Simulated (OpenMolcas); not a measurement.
# C3H4F2 (SMILES FC=CCF): levels of theory compared

We compute a comparison of 6 runs (HF/3-21G, HF/6-31G*, M06-L/6-31G*, PBE0/6-31G*, r2SCAN/6-31G*, B3LYP/6-31G*) of C3H4F2. 

The calculation is run with OpenMolcas 26.06.

## Step 1: Starting point

C3H4F2 has 9 atoms, charge 0, and is taken as a singlet. SMILES: `FC=CCF`. The F1–C2 distance was set to 2.405 Å, away from the relaxed value. At this shape a bond of the SMILES string is far longer than usual.

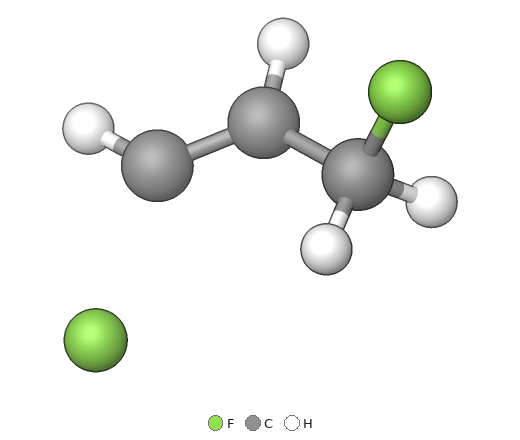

Viewed from a chosen angle; fluorine green, carbon grey, hydrogen white.

## Step 2: A single-point energy at HF/3-21G (run 1)

mol.input reads:

```
&GATEWAY
  BasLib=$CurrDir
  Coord
  9
  bohr
  F     -4.88093770     2.49478808    -0.86271100
  C     -1.43014473    -0.15835905    -2.17091737
  C      0.51003708    -0.67160866    -0.68842723
  C      0.83053463     0.29328549     1.92638681
  F      3.13052030     1.53332378     2.14238251
  H     -1.67977755    -0.86681737    -4.07595028
  H      1.96985051    -1.89218277    -1.44677432
  H      0.84999881    -1.25988041     3.29322572
  H     -0.66631743     1.61911734     2.43188855
  Basis=3-21G
  Group=NoSym

&SEWARD

&SCF
  Thresholds=1e-10 1e-07 1e-07 1e-05
  PrOrbitals=1 1
```

The basis set 3-21G is read from a file made from the Basis Set Exchange's data (not shown).

Launch:

```sh
$ export MOLCAS_MEM=1860
$ pymolcas mol.input > mol.log
```

Output:

```text
--- Start Module: gateway ---
[...]
--- Stop Module: gateway /rc=_RC_ALL_IS_WELL_ ---
--- Start Module: seward ---
[...]
      Basis functions           53
--- Stop Module: seward /rc=_RC_ALL_IS_WELL_ ---
[...]
--- Start Module: scf ---
[...]
       Convergence after  18 Iterations
[...]
::    Total SCF energy                               -312.8430426662
[...]
      Total spin, S                                     0.0000000000
[...]
      Total electronic charge=   40.000000
      Total            charge=   -0.000000
[...]
      Dipole Moment (debye):
      Origin of the operator (angstrom)=   -0.2296    0.4589    0.0903
                   X=  2.6608E+00               Y= -4.1981E+00               Z= -1.0847E+00           Total=  5.0873E+00
      Quadrupole Moment (debye*angstrom):
[...]
--- Stop Module: scf /rc=_RC_ALL_IS_WELL_ ---
[...]
```

It took 3.6 s on 1 thread of Intel Xeon Platinum 8259CL at 2.50GHz (Skylake/Cascade Lake), shared host; peak memory 0.38 GiB.

## Step 3: A single-point energy at HF/6-31G(d) (spherical functions) (run 2)

run.inp reads:

```
&GATEWAY
 BasLib = $CurrDir
 BasisSet
 F.6-31Gs....
 F1 -2.582881 1.320185 -0.456527 angstrom
 F5 1.656600 0.811400 1.133700 angstrom
 End of Basis
 BasisSet
 C.6-31Gs....
 C2 -0.756800 -0.083800 -1.148800 angstrom
 C3 0.269900 -0.355400 -0.364300 angstrom
 C4 0.439500 0.155200 1.019400 angstrom
 End of Basis
 BasisSet
 H.6-31Gs....
 H6 -0.888900 -0.458700 -2.156900 angstrom
 H7 1.042400 -1.001300 -0.765600 angstrom
 H8 0.449800 -0.666700 1.742700 angstrom
 H9 -0.352600 0.856800 1.286900 angstrom
 End of Basis

&SEWARD

&SCF
 Thresholds = 1e-10 1e-07 1e-07 1e-05
 PrOrbitals = 1 1
```

The basis set 6-31G* is read from a file made from the Basis Set Exchange's data (not shown).

Launch:

```sh
$ export MOLCAS_MEM=1860
$ pymolcas run.inp > run.log
```

Output:

```text
--- Start Module: gateway ---
[...]
--- Stop Module: gateway /rc=_RC_ALL_IS_WELL_ ---
--- Start Module: seward ---
[...]
      Basis functions           78
--- Stop Module: seward /rc=_RC_ALL_IS_WELL_ ---
[...]
--- Start Module: scf ---
[...]
       Convergence after  19 Iterations
[...]
::    Total SCF energy                               -314.5525999763
[...]
      Total spin, S                                     0.0000000000
[...]
      Total electronic charge=   40.000000
      Total            charge=   -0.000000
[...]
      Dipole Moment (debye):
      Origin of the operator (angstrom)=   -0.2296    0.4589    0.0903
                   X=  3.9170E+00               Y= -4.8250E+00               Z= -1.2569E+00           Total=  6.3406E+00
      Quadrupole Moment (debye*angstrom):
[...]
--- Stop Module: scf /rc=_RC_ALL_IS_WELL_ ---
[...]
```

Run time: 7.8 s. Hardware: 1 thread of Intel Xeon Platinum 8259CL at 2.50GHz (Skylake/Cascade Lake), shared host; peak memory 0.44 GiB.

## Step 4: The energy at M06-L/6-31G(d) (spherical functions) (run 3)

job.input reads:

```
>>> EXPORT MOLCAS_PRINT=2

&GATEWAY
  BASLIB
  $CurrDir
  BASISSET
  F.6-31Gs....
  F1 -2.582881 1.320185 -0.456527 angstrom
  F5 1.656600 0.811400 1.133700 angstrom
  End of Basis
  BASISSET
  C.6-31Gs....
  C2 -0.756800 -0.083800 -1.148800 angstrom
  C3 0.269900 -0.355400 -0.364300 angstrom
  C4 0.439500 0.155200 1.019400 angstrom
  End of Basis
  BASISSET
  H.6-31Gs....
  H6 -0.888900 -0.458700 -2.156900 angstrom
  H7 1.042400 -1.001300 -0.765600 angstrom
  H8 0.449800 -0.666700 1.742700 angstrom
  H9 -0.352600 0.856800 1.286900 angstrom
  End of Basis

&SEWARD
  GRIDINPUT
  Grid=UltraFine
  End of Grid

&SCF
  KSDFT
  M06L
  THRESHOLDS
  1e-10 1e-07 1e-07 1e-05
  PRORBITALS
  0
```

The basis set 6-31G* is read from a file made from the Basis Set Exchange's data (not shown).

Launch:

```sh
$ export MOLCAS_MEM=1860
$ pymolcas job.input > job.log
```

Output:

```text
--- Start Module: gateway ---
[...]
--- Stop Module: gateway /rc=_RC_ALL_IS_WELL_ ---
--- Start Module: seward ---
[...]
      Basis functions           78
--- Stop Module: seward /rc=_RC_ALL_IS_WELL_ ---
[...]
--- Start Module: scf ---
[...]
       Convergence after  20 Iterations
[...]
::    Total KS-DFT energy                            -316.1524770678
[...]
      Total spin, S                                     0.0000000000
[...]
      Total electronic charge=   40.000000
      Total            charge=   -0.000000
[...]
      Dipole Moment (debye):
      Origin of the operator (angstrom)=   -0.2296    0.4589    0.0903
                   X=  2.6861E+00               Y= -3.5480E+00               Z= -8.2991E-01           Total=  4.5268E+00
      Quadrupole Moment (debye*angstrom):
[...]
--- Stop Module: scf /rc=_RC_ALL_IS_WELL_ ---
[...]
```

It took 52 s on 1 thread of Intel Xeon Platinum 8259CL at 2.50GHz (Skylake/Cascade Lake), shared host; peak memory 0.44 GiB.

Runs 4 to 5 aren't shown in full; the table further down has their settings and results.

## Step 5: The energy at B3LYP/6-31G(d) (Cartesian functions) (run 6)

calc.input reads:

```
* C3H4F2 Kohn-Sham DFT

&GATEWAY
  BasLib=$CurrDir
  Coord
  9
  angstrom
  F       -2.582881       1.320185      -0.456527
  C       -0.756800      -0.083800      -1.148800
  C        0.269900      -0.355400      -0.364300
  C        0.439500       0.155200       1.019400
  F        1.656600       0.811400       1.133700
  H       -0.888900      -0.458700      -2.156900
  H        1.042400      -1.001300      -0.765600
  H        0.449800      -0.666700       1.742700
  H       -0.352600       0.856800       1.286900
  Basis=6-31Gs
  Group=NoSym

&SEWARD
  GridInput
  Grid=UltraFine
  End of Grid

&SCF
  KSDFT=B3LYP
  Thresholds=1e-10 1e-07 1e-07 1e-05
  PrOrbitals=0
```

The basis set 6-31G* is read from a file made from the Basis Set Exchange's data (not shown).

Launch:

```sh
$ export MOLCAS_MEM=1860
$ pymolcas calc.input > calc.log
```

Output:

```text
--- Start Module: gateway ---
[...]
--- Stop Module: gateway /rc=_RC_ALL_IS_WELL_ ---
--- Start Module: seward ---
[...]
      Basis functions           83
--- Stop Module: seward /rc=_RC_ALL_IS_WELL_ ---
[...]
--- Start Module: scf ---
[...]
       Convergence after  21 Iterations
[...]
::    Total KS-DFT energy                            -316.1930374569
[...]
      Total spin, S                                     0.0000000000
[...]
      Total electronic charge=   40.000000
      Total            charge=   -0.000000
[...]
      Dipole Moment (debye):
      Origin of the operator (angstrom)=   -0.2296    0.4589    0.0903
                   X=  2.6421E+00               Y= -3.5611E+00               Z= -8.8827E-01           Total=  4.5223E+00
      Quadrupole Moment (debye*angstrom):
[...]
--- Stop Module: scf /rc=_RC_ALL_IS_WELL_ ---
[...]
```

It took 45 s on 1 thread of Intel Xeon Platinum 8259CL at 2.50GHz (Skylake/Cascade Lake), shared host; peak memory 0.46 GiB.

## Step 6: All runs side by side

```csv
run,level,integration grid,Cartesian functions,energy (Eh),dipole moment (D),HOMO energy (eV),LUMO energy (eV),wall time
1,HF/3-21G,–,no,-312.843043,5.09,-10.99,-0.14,3.6 s
2,HF/6-31G* (spherical functions),–,no,-314.552600,6.34,-11.47,-0.42,7.8 s
3,M06-L/6-31G* (spherical functions),UltraFine,no,-316.152477,4.53,-6.79,-5.12,52 s
4,PBE0/6-31G* (spherical functions),UltraFine,no,-315.847295,4.62,-8.41,-4.35,46 s
5,r2SCAN/6-31G* (spherical functions),UltraFine,no,-316.031649,4.50,-6.76,-5.19,54 s
6,B3LYP/6-31G* (Cartesian functions),UltraFine,yes,-316.193037,4.52,-8.02,-4.52,45 s
```

## Step 7: What came out

```
            quantity          value
 run 6: total energy  -316.19304 Eh
run 6: dipole moment         4.52 D
  run 6: HOMO energy       -8.02 eV
  run 6: LUMO energy       -4.52 eV
run 6: HOMO–LUMO gap        3.51 eV
```

In words: The dipole moment (its size) runs from 4.50 D (r2SCAN/6-31G*) to 6.34 D (HF/6-31G*). The HOMO–LUMO gap runs from 1.57 eV (r2SCAN/6-31G*) to 11.05 eV (HF/6-31G*). Exact exchange widens orbital gaps. Totals of different functionals can't be ranked against each other. In runs 1, 2, 3, 4, 5, 6 a closed-shell determinant meets a far-stretched bond, which it describes badly. All runs together took 3.5 min, the longest 54 s.
